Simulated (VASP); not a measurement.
Band structure of ScB₂Ir₃ (space group P6/mmm). Method: LDA (Ceperley-Alder, Perdew-Zunger), VASP's LDA PAW potentials (set 64) (plane waves; VASP).

Unless said otherwise, spin-orbit coupling is left out, though it shifts the bands of the heavy elements here.

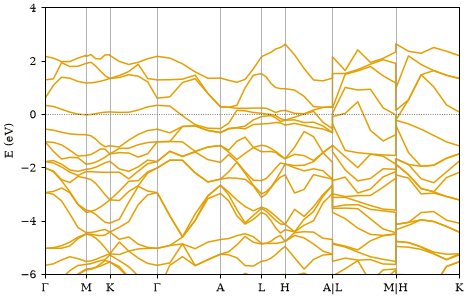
Fig. 1. Bands along high-symmetry lines, zero at the valence-band maximum or, without a gap, the Fermi level

Task: Read the plot: is there a gap, and where are the band edges?

Result: It has no gap at this level: it comes out as a metal or semimetal.

The structure comes from a computed database's ScB2Ir3 entry (P6/mmm); how it stands against other phases isn't given here. The cell was not relaxed at this level.
